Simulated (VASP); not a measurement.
Band structure of MnO (rock salt, AFM-II order). These are PBE GGA + U (Dudarev), VASP's PBE PAW potentials (set 64) (plane waves; VASP 6.6.1) values and carry that method's errors.

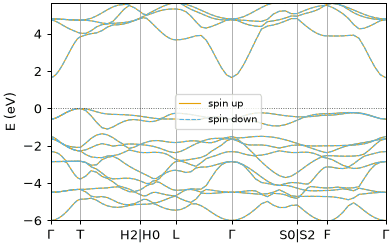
Fig. 1. Bands along high-symmetry lines, zero at the valence-band maximum or, without a gap, the Fermi level

Problem. Read the plot: is there a gap, and where are the band edges?

Solution. The gap is indirect, 1.66 eV, from the valence maximum at T to the conduction minimum at Γ. (Edges off the drawn lines would not show.)

Measured: gap 3.90 eV (computed value off by -2.24 eV), as given by David Koller et al., Journal of Physics Condensed Matter (2013), arXiv:1304.4470.

The compound is MnO in the rock salt, AFM-II order structure. It was relaxed first.
